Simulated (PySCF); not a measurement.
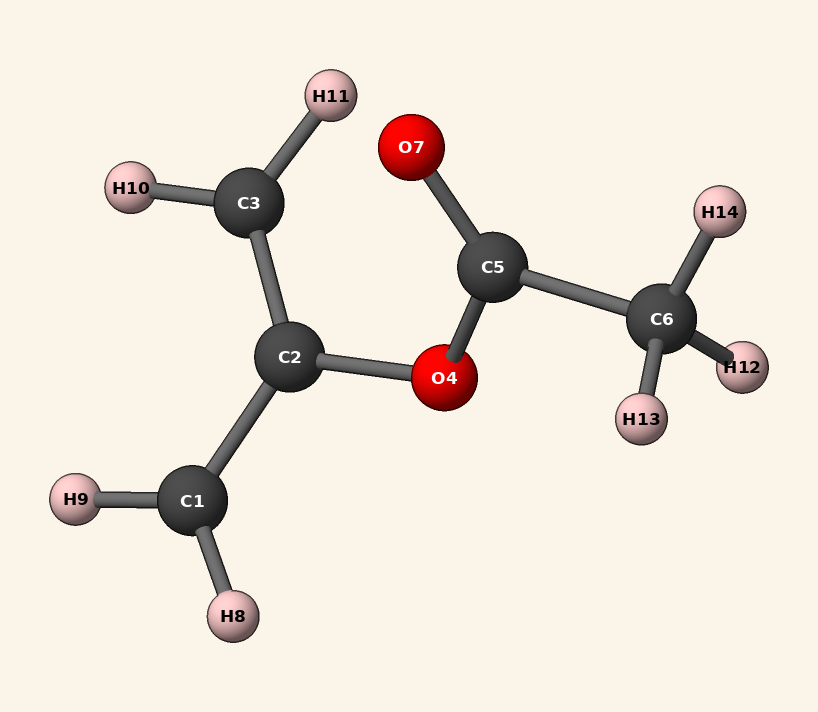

The questions are on Mulliken spin populations. Charge 0, doublet. The computed structure is the end point of a GFN2-xTB optimisation. No frequency run is at hand to confirm it as a minimum. Level of theory: UKS B3LYP, pcH-1 on C H O, non-relativistic (PySCF 2.14.0).

List the Mulliken spin populations.

```csv
atom,value (e)
C1,0.68
C2,−0.26
C3,0.69
O4,0.00
C5,0.00
C6,0.00
O7,0.00
H8,−0.03
H9,−0.03
H10,−0.03
H11,−0.03
H12,0.00
H13,0.00
H14,0.00
```

Mulliken values depend strongly on the basis set.
